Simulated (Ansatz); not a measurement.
Fields on a plane of ZnO (wurtzite)

```
CELL_PARAMETERS angstrom
      3.23518     0.00000     0.00000
     -1.61759     2.80175     0.00000
      0.00000     0.00000     5.21141
ATOMIC_POSITIONS crystal
  Zn 0.66667 0.33333 0.00241
  Zn 0.33333 0.66667 0.50241
  O  0.66667 0.33333 0.62279
  O  0.33333 0.66667 0.12279
```

The slice is a (-1 1 0 2) plane (indices of the conventional cell) through the point (0.333, 0.667, 0.123) (fractional), spanned by u = [110] and v = [1 -1 1] in vectors of this cell: u (3.24 Å) and v (7.65 Å, at 90° to u). It covers one period; positions are fractions (u, v).

Atoms on it: Zn at (0.50, 0.85), 0.2 Å off the plane; O at (0.00, 0.00). Other atoms lie within 1 Å of the plane.

Calculation: r2SCAN (plane waves to 500 eV, PAW, scalar-relativistic; Ansatz, a first-principles code). k mesh 12×12×7. Inside the PAW spheres the values are not all-electron values, and peaks at nuclei hang on which shells count as valence. ZnO was relaxed with its symmetry unable to fall.

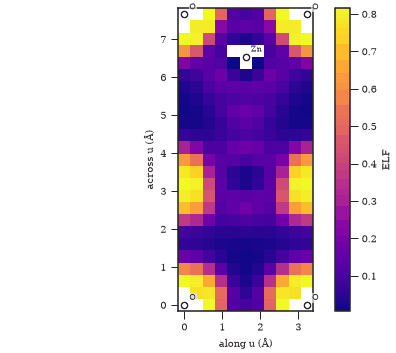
Fig. 1. Electron localisation function (ELF), one period of the plane, atoms marked. Points within 0.4 Å of a nucleus are left white, as the pseudised field means little there.

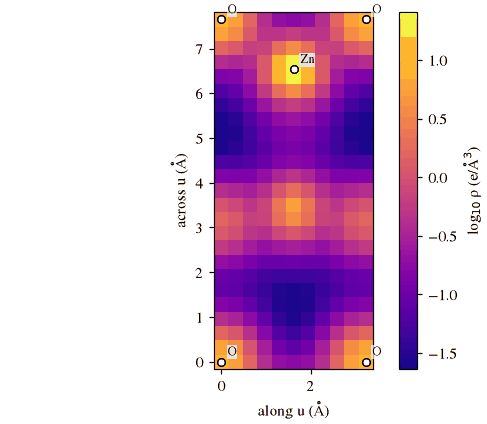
Figure. Log₁₀ of the valence density in e/Å³, one period of the plane, atoms marked. The scale is logarithmic, as a density can span decades between atoms and voids.
